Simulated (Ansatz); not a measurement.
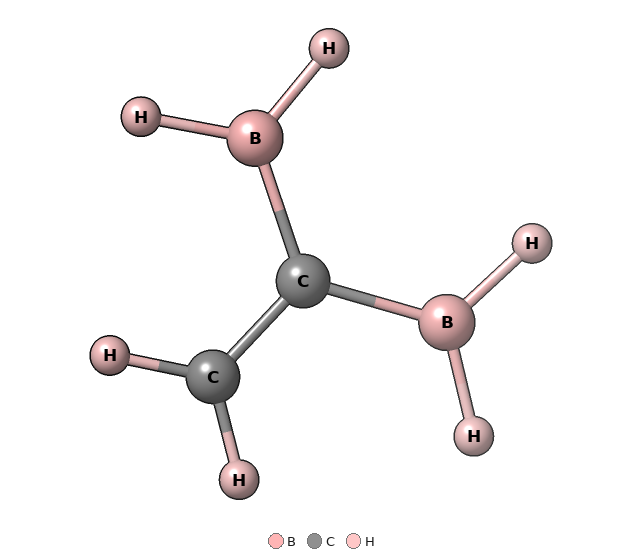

All atoms lie in one plane, which faces the viewer. The geometry was computed by an optimisation with PBE0-D4/def2-TZVP.

List the symmetry elements and name the point group.

Answer. It has 1 C2 axis and 2 mirror planes, so the point group is C2v. The group has 4 operations. The geometry is achiral, and symmetry allows a dipole moment.
